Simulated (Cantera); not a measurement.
Input: 1 mol SiF4, 1900 mol H2, 0.84 mol CH4, at 0.133 bar.

Equilibrium computed with Cantera from the NASA thermochemical tables; the gas is ideal and each condensed phase is pure. Candidate condensed phases: C, C6H6, C7H8, C8H18, Si, SiC; 113 gas species. The tables' values for SiF2, SiF3, SiF are old estimates; treat these amounts as uncertain. Gases not in the tables: Si2H6 and higher silanes. The numbers say what is thermodynamically allowed, not how fast it happens.

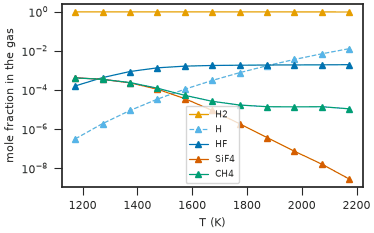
*Equilibrium gas composition (values under 1e-9 drawn at 1e-9)*

Question: Read off the mole fractions at 1273 K.

Answer: H2 about 1.00, HF about 0.00044, SiF4 about 0.00036, CH4 about 0.00035, H about 2.0e-6.
